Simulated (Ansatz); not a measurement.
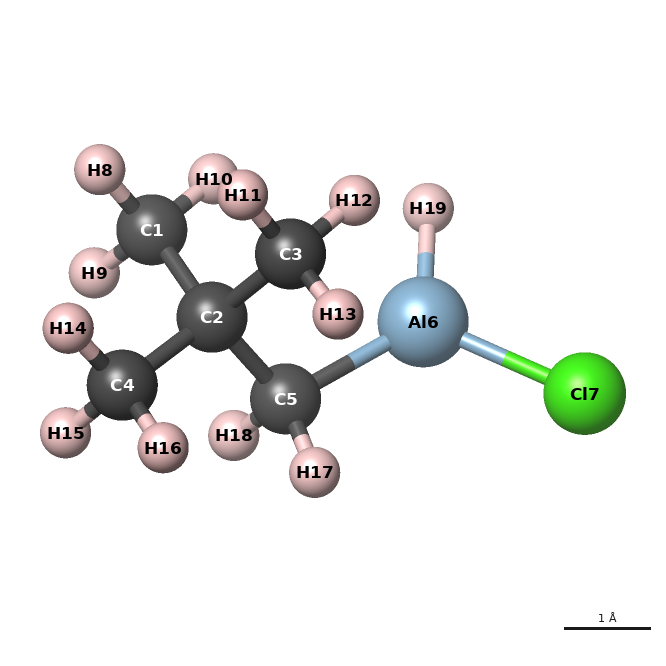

Numbered structure. The computed structure is the end point of a PBE-D4/def2-SVP optimisation. No frequency run is at hand to confirm it as a minimum.

Give the bond lengths. Leave out bonds to hydrogen.

| bond | length (Å) |
| --- | --- |
| C1–C2 | 1.540 |
| C2–C3 | 1.542 |
| C2–C4 | 1.540 |
| C2–C5 | 1.555 |
| C5–Al6 | 1.969 |
| Al6–Cl7 | 2.132 |
